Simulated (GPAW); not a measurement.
**Molecular dynamics, with input and output: BH$_{2}$O (part 1 of 2)**

The run: molecular dynamics of BH$_{2}$O, multiplicity 2, SMILES B[O]. Method and program: HCTH407/dzp, UKS, scalar-relativistic datasets (GPAW 26.7.0).

The geometry comes from this level: PBE0-D4/def2-TZVP.

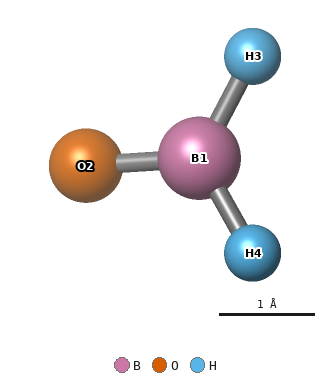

**Figure 1.** The input geometry (ball-and-stick view, seen at an oblique angle; atoms are numbered from 1 in the order of the input). Bond lengths as drawn: B–H 1.21 Å and B–O 1.28 Å.

**The input (run.py)**
```python
import numpy as np
from ase import Atoms, units
from ase.md.nvtberendsen import NVTBerendsen
from ase.md.velocitydistribution import MaxwellBoltzmannDistribution, Stationary, ZeroRotation
from ase.units import Bohr
from gpaw import GPAW, setup_paths
from gpaw.atom.configurations import parameters
from gpaw.atom.generator import Generator

# Atomic positions
positions_bohr = np.array(
              [[ -0.002079,  -0.019464,  -0.028535],
               [  1.937536,  -0.644019,   1.279156],
               [ -1.989126,  -1.110592,   0.286482],
               [  0.158548,   1.660124,  -1.575276]])
molecule = Atoms(['B', 'O', 'H', 'H'], positions=positions_bohr * Bohr)
molecule.center(vacuum=7.0)
molecule.set_initial_magnetic_moments([1.0, 0.0, 0.0, 0.0])

# Generate the setups first
for symbol in ['B', 'H', 'O']:
    Generator(symbol, xcname='HCTH407', scalarrel=True, nofiles=True, txt=None).run(**parameters[symbol])
setup_paths.insert(0, '.')

# Calculator
calc = GPAW(mode='lcao',
            basis='dzp',
            h=0.2,
            xc='HCTH407',
            occupations={'name': 'fermi-dirac', 'width': 0.0, 'fixmagmom': True},
            maxiter=60,
            symmetry='off',
            txt='mol.txt')
molecule.calc = calc

rng = np.random.default_rng(168)
MaxwellBoltzmannDistribution(molecule, temperature_K=500, rng=rng)
Stationary(molecule)
ZeroRotation(molecule)
dyn = NVTBerendsen(molecule, timestep=0.5 * units.fs, temperature_K=500, taut=50 * units.fs, trajectory='md.traj', logfile='-')
dyn.run(50)
```

Run on 1 thread of Arm Neoverse V1, 24 GiB of memory available, shared host.

Run as:
```bash
python3 -u run.py | tee run.out
```

**The program's output**
```
DeprecationWarning: Use thermalize_momenta
Time[ps]      Etot[eV]     Epot[eV]     Ekin[eV]    T[K]
0.0000         -17.6263     -17.8903       0.2640   510.6
0.0005         -17.6266     -17.8817       0.2551   493.4
0.0010         -17.6273     -17.8738       0.2465   476.8
0.0015         -17.6279     -17.8674       0.2395   463.2
0.0020         -17.6284     -17.8624       0.2340   452.6
0.0025         -17.6291     -17.8578       0.2287   442.3
0.0030         -17.6297     -17.8516       0.2219   429.2
0.0035         -17.6300     -17.8420       0.2120   410.0
0.0040         -17.6302     -17.8281       0.1979   382.8
0.0045         -17.6304     -17.8094       0.1790   346.2
0.0050         -17.6301     -17.7861       0.1560   301.7
0.0055         -17.6295     -17.7599       0.1304   252.2
0.0060         -17.6285     -17.7329       0.1044   201.9
0.0065         -17.6274     -17.7075       0.0801   154.9
0.0070         -17.6260     -17.6853       0.0593   114.6
0.0075         -17.6244     -17.6678       0.0434    84.0
0.0080         -17.6226     -17.6562       0.0336    65.0
0.0085         -17.6206     -17.6508       0.0302    58.5
0.0090         -17.6186     -17.6517       0.0332    64.2
0.0095         -17.6165     -17.6581       0.0415    80.4
0.0100         -17.6145     -17.6683       0.0538   104.0
0.0105         -17.6125     -17.6804       0.0678   131.2
0.0110         -17.6105     -17.6923       0.0818   158.2
0.0115         -17.6085     -17.7027       0.0941   182.1
0.0120         -17.6066     -17.7105       0.1038   200.8
0.0125         -17.6047     -17.7155       0.1107   214.2
0.0130         -17.6028     -17.7183       0.1156   223.5
0.0135         -17.6008     -17.7209       0.1201   232.3
0.0140         -17.5989     -17.7252       0.1263   244.3
0.0145         -17.5969     -17.7331       0.1362   263.4
0.0150         -17.5951     -17.7462       0.1511   292.3
0.0155         -17.5936     -17.7649       0.1713   331.3
0.0160         -17.5925     -17.7876       0.1951   377.4
0.0165         -17.5915     -17.8118       0.2203   426.2
0.0170         -17.5908     -17.8348       0.2440   471.9
0.0175         -17.5904     -17.8533       0.2629   508.5
0.0180         -17.5899     -17.8652       0.2752   532.3
0.0185         -17.5895     -17.8692       0.2797   541.0
0.0190         -17.5889     -17.8655       0.2767   535.1
0.0195         -17.5881     -17.8560       0.2679   518.0
0.0200         -17.5875     -17.8425       0.2550   493.1
0.0205         -17.5866     -17.8267       0.2401   464.4
0.0210         -17.5852     -17.8109       0.2256   436.4
0.0215         -17.5839     -17.7973       0.2134   412.7
0.0220         -17.5824     -17.7869       0.2045   395.5
0.0225         -17.5810     -17.7804       0.1995   385.8
0.0230         -17.5796     -17.7775       0.1979   382.8
0.0235         -17.5782     -17.7772       0.1989   384.8
0.0240         -17.5768     -17.7777       0.2009   388.6
0.0245         -17.5753     -17.7776       0.2023   391.3
0.0250         -17.5740     -17.7755       0.2016   389.9
```

**Trajectory as extended XYZ (Å, eV, eV/Å), 51 frames, from step=0 to step=50**
```
4
Properties=species:S:1:pos:R:3:forces:R:3 step=0 time_fs=0.0 energy=-17.89025 temperature=510.6
B     8.0515    7.5774    7.8185    0.3528  -0.1104   0.2334
O     9.0779    7.2469    8.5105    0.4942  -0.1793   0.2264
H     7.0000    7.0000    7.9852   -0.7567  -0.3116   0.0255
H     8.1365    8.4662    7.0000   -0.0589   0.5735  -0.5691
4
Properties=species:S:1:pos:R:3:forces:R:3 step=1 time_fs=0.5 energy=-17.88170 temperature=493.4
B     8.0490    7.5812    7.8218    0.4272  -0.3343   0.2915
O     9.0787    7.2463    8.5097    0.4290  -0.1366   0.2416
H     7.0045    6.9870    7.9708   -0.7698  -0.2961   0.0485
H     8.1465    8.4480    6.9926   -0.0679   0.7304  -0.6749
4
Properties=species:S:1:pos:R:3:forces:R:3 step=2 time_fs=1.0 energy=-17.87381 temperature=476.8
B     8.0466    7.5849    7.8251    0.4655  -0.5365   0.3219
O     9.0795    7.2457    8.5089    0.3539  -0.0904   0.2506
H     7.0071    6.9733    7.9566   -0.7318  -0.2394   0.0702
H     8.1563    8.4316    6.9837   -0.0729   0.8399  -0.7401
4
Properties=species:S:1:pos:R:3:forces:R:3 step=3 time_fs=1.5 energy=-17.86739 temperature=463.2
B     8.0443    7.5886    7.8285    0.4773  -0.7132   0.3103
O     9.0804    7.2450    8.5081    0.2711  -0.0416   0.2539
H     7.0079    6.9591    7.9426   -0.6401  -0.1506   0.0904
H     8.1659    8.4171    6.9730   -0.0893   0.8913  -0.7454
4
Properties=species:S:1:pos:R:3:forces:R:3 step=4 time_fs=2.0 energy=-17.86235 temperature=452.6
B     8.0422    7.5920    7.8320    0.4703  -0.8597   0.2544
O     9.0813    7.2444    8.5074    0.1831   0.0093   0.2507
H     7.0072    6.9445    7.9289   -0.5155  -0.0448   0.0997
H     8.1753    8.4049    6.9607   -0.1040   0.8795  -0.7074
4
Properties=species:S:1:pos:R:3:forces:R:3 step=5 time_fs=2.5 energy=-17.85781 temperature=442.3
B     8.0401    7.5953    7.8356    0.4539  -0.9795   0.1501
O     9.0823    7.2437    8.5067    0.0918   0.0620   0.2421
H     7.0053    6.9298    7.9154   -0.3891   0.0750   0.1154
H     8.1845    8.3947    6.9466   -0.1353   0.8260  -0.5995
4
Properties=species:S:1:pos:R:3:forces:R:3 step=6 time_fs=3.0 energy=-17.85158 temperature=429.2
B     8.0381    7.5983    7.8392    0.4331  -1.0687   0.0009
O     9.0832    7.2431    8.5061   -0.0017   0.1154   0.2279
H     7.0024    6.9153    7.9023   -0.2564   0.2064   0.1319
H     8.1933    8.3865    6.9312   -0.1750   0.7321  -0.4506
4
Properties=species:S:1:pos:R:3:forces:R:3 step=7 time_fs=3.5 energy=-17.84195 temperature=410.0
B     8.0362    7.6012    7.8428    0.4176  -1.1281  -0.1802
O     9.0842    7.2425    8.5055   -0.0958   0.1692   0.2094
H     6.9988    6.9012    7.8896   -0.1070   0.3457   0.1477
H     8.2017    8.3801    6.9148   -0.2209   0.6073  -0.2669
4
Properties=species:S:1:pos:R:3:forces:R:3 step=8 time_fs=4.0 energy=-17.82811 temperature=382.8
B     8.0344    7.6037    7.8463    0.4159  -1.1680  -0.3833
O     9.0851    7.2419    8.5049   -0.1886   0.2226   0.1876
H     6.9951    6.8880    7.8772    0.0364   0.4636   0.1578
H     8.2096    8.3751    6.8977   -0.2590   0.4642  -0.0657
4
Properties=species:S:1:pos:R:3:forces:R:3 step=9 time_fs=4.5 energy=-17.80941 temperature=346.2
B     8.0327    7.6060    7.8498    0.4288  -1.1987  -0.5947
O     9.0861    7.2413    8.5044   -0.2779   0.2748   0.1638
H     6.9914    6.8759    7.8653    0.1643   0.5830   0.1832
H     8.2169    8.3712    6.8806   -0.2999   0.3196   0.1653
4
Properties=species:S:1:pos:R:3:forces:R:3 step=10 time_fs=5.0 energy=-17.78609 temperature=301.7
B     8.0311    7.6081    7.8532    0.4526  -1.2223  -0.7991
O     9.0870    7.2408    8.5039   -0.3617   0.3242   0.1390
H     6.9881    6.8652    7.8538    0.2776   0.6926   0.2091
H     8.2234    8.3681    6.8638   -0.3406   0.1922   0.3709
4
Properties=species:S:1:pos:R:3:forces:R:3 step=11 time_fs=5.5 energy=-17.75989 temperature=252.2
B     8.0296    7.6099    7.8564    0.4852  -1.2435  -0.9885
O     9.0878    7.2404    8.5034   -0.4386   0.3702   0.1145
H     6.9854    6.8561    7.8428    0.3552   0.7895   0.2412
H     8.2292    8.3655    6.8479   -0.3790   0.0769   0.5551
4
Properties=species:S:1:pos:R:3:forces:R:3 step=12 time_fs=6.0 energy=-17.73292 temperature=201.9
B     8.0282    7.6114    7.8595    0.5243  -1.2612  -1.1550
O     9.0886    7.2400    8.5030   -0.5071   0.4123   0.0919
H     6.9835    6.8488    7.8324    0.4182   0.8524   0.2612
H     8.2341    8.3630    6.8333   -0.4108  -0.0085   0.7113
4
Properties=species:S:1:pos:R:3:forces:R:3 step=13 time_fs=6.5 energy=-17.70746 temperature=154.9
B     8.0269    7.6127    7.8622    0.5683  -1.2744  -1.2960
O     9.0893    7.2396    8.5025   -0.5658   0.4494   0.0723
H     6.9827    6.8436    7.8227    0.4585   0.8960   0.2810
H     8.2380    8.3605    6.8204   -0.4314  -0.0854   0.8437
4
Properties=species:S:1:pos:R:3:forces:R:3 step=14 time_fs=7.0 energy=-17.68528 temperature=114.6
B     8.0257    7.6136    7.8648    0.6185  -1.2822  -1.4114
O     9.0899    7.2393    8.5021   -0.6135   0.4810   0.0568
H     6.9829    6.8404    7.8135    0.4725   0.9200   0.3001
H     8.2408    8.3578    6.8094   -0.4492  -0.1444   0.9592
4
Properties=species:S:1:pos:R:3:forces:R:3 step=15 time_fs=7.5 energy=-17.66782 temperature=84.0
B     8.0246    7.6143    7.8670    0.6738  -1.2827  -1.5027
O     9.0904    7.2391    8.5016   -0.6493   0.5061   0.0462
H     6.9842    6.8395    7.8050    0.4584   0.9250   0.3285
H     8.2427    8.3546    6.8006   -0.4567  -0.1763   1.0438
4
Properties=species:S:1:pos:R:3:forces:R:3 step=16 time_fs=8.0 energy=-17.65615 temperature=65.0
B     8.0236    7.6148    7.8690    0.7352  -1.2738  -1.5668
O     9.0909    7.2389    8.5012   -0.6726   0.5253   0.0412
H     6.9866    6.8407    7.7971    0.4172   0.9082   0.3521
H     8.2434    8.3511    6.7942   -0.4562  -0.1902   1.0944
4
Properties=species:S:1:pos:R:3:forces:R:3 step=17 time_fs=8.5 energy=-17.65083 temperature=58.5
B     8.0228    7.6149    7.8707    0.8028  -1.2526  -1.6068
O     9.0912    7.2389    8.5008   -0.6832   0.5368   0.0431
H     6.9902    6.8443    7.7898    0.3491   0.8703   0.3666
H     8.2431    8.3469    6.7903   -0.4483  -0.1857   1.1127
4
Properties=species:S:1:pos:R:3:forces:R:3 step=18 time_fs=9.0 energy=-17.65175 temperature=64.2
B     8.0221    7.6148    7.8721    0.8773  -1.2174  -1.6220
O     9.0915    7.2389    8.5003   -0.6799   0.5414   0.0517
H     6.9947    6.8501    7.7832    0.2516   0.8080   0.3782
H     8.2416    8.3422    6.7890   -0.4320  -0.1592   1.1033
4
Properties=species:S:1:pos:R:3:forces:R:3 step=19 time_fs=9.5 energy=-17.65808 temperature=80.4
B     8.0216    7.6144    7.8732    0.9590  -1.1669  -1.6114
O     9.0916    7.2390    8.4999   -0.6632   0.5376   0.0679
H     6.9999    6.8581    7.7774    0.1256   0.7142   0.3860
H     8.2390    8.3369    6.7903   -0.4067  -0.1158   1.0663
4
Properties=species:S:1:pos:R:3:forces:R:3 step=20 time_fs=10.0 energy=-17.66828 temperature=104.0
B     8.0213    7.6138    7.8739    1.0442  -1.1024  -1.5736
O     9.0917    7.2392    8.4994   -0.6323   0.5258   0.0911
H     7.0056    6.8680    7.7724   -0.0287   0.5884   0.3991
H     8.2354    8.3312    6.7944   -0.3759  -0.0578   0.9982
4
Properties=species:S:1:pos:R:3:forces:R:3 step=21 time_fs=10.5 energy=-17.68036 temperature=131.2
B     8.0212    7.6128    7.8743    1.1323  -1.0275  -1.5064
O     9.0917    7.2394    8.4990   -0.5885   0.5053   0.1217
H     7.0113    6.8796    7.7684   -0.1985   0.4464   0.4041
H     8.2308    8.3253    6.8010   -0.3359   0.0228   0.8889
4
Properties=species:S:1:pos:R:3:forces:R:3 step=22 time_fs=11.0 energy=-17.69234 temperature=158.2
B     8.0214    7.6117    7.8744    1.2175  -0.9479  -1.4098
O     9.0916    7.2398    8.4985   -0.5327   0.4767   0.1586
H     7.0166    6.8925    7.7653   -0.3814   0.2975   0.4064
H     8.2253    8.3194    6.8099   -0.2893   0.1202   0.7521
4
Properties=species:S:1:pos:R:3:forces:R:3 step=23 time_fs=11.5 energy=-17.70268 temperature=182.1
B     8.0219    7.6103    7.8742    1.2931  -0.8713  -1.2850
O     9.0914    7.2402    8.4981   -0.4660   0.4401   0.2011
H     7.0211    6.9062    7.7632   -0.5754   0.1414   0.4115
H     8.2190    8.3138    6.8207   -0.2457   0.2393   0.5912
4
Properties=species:S:1:pos:R:3:forces:R:3 step=24 time_fs=12.0 energy=-17.71046 temperature=200.8
B     8.0226    7.6087    7.8737    1.3502  -0.8062  -1.1352
O     9.0911    7.2407    8.4978   -0.3896   0.3961   0.2479
H     7.0242    6.9204    7.7622   -0.7644  -0.0035   0.4100
H     8.2121    8.3087    6.8331   -0.1940   0.3744   0.3944
```
